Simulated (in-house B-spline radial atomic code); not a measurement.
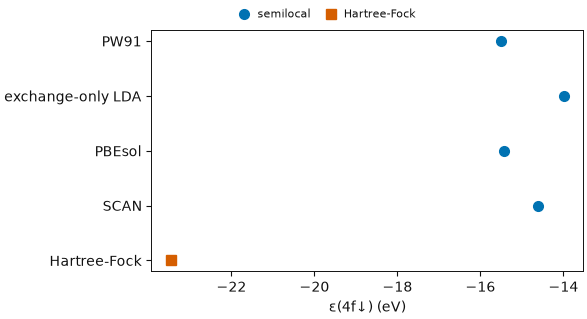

System: Dy²⁺ (Z = 66, 64 electrons), configuration [Xe] 4f10 (high spin). All runs are scalar-relativistic, spin-polarised and spherical, computed with an in-house B-spline radial code (spin-free X2C). Hartree-Fock is the average over the configuration. The plot shows the eigenvalue (eV) of the 4f down orbital by 5 methods.

Question: Rank the methods.

Answer: The deepest is Hartree-Fock (−23.5) and the shallowest exchange-only LDA (−14.0), a spread of 9.46 eV. In order (eV): Hartree-Fock (−23.5), PW91 (−15.5), PBEsol (−15.4), SCAN (−14.6), exchange-only LDA (−14.0). On the whole, exact exchange removes self-interaction and deepens occupied levels.
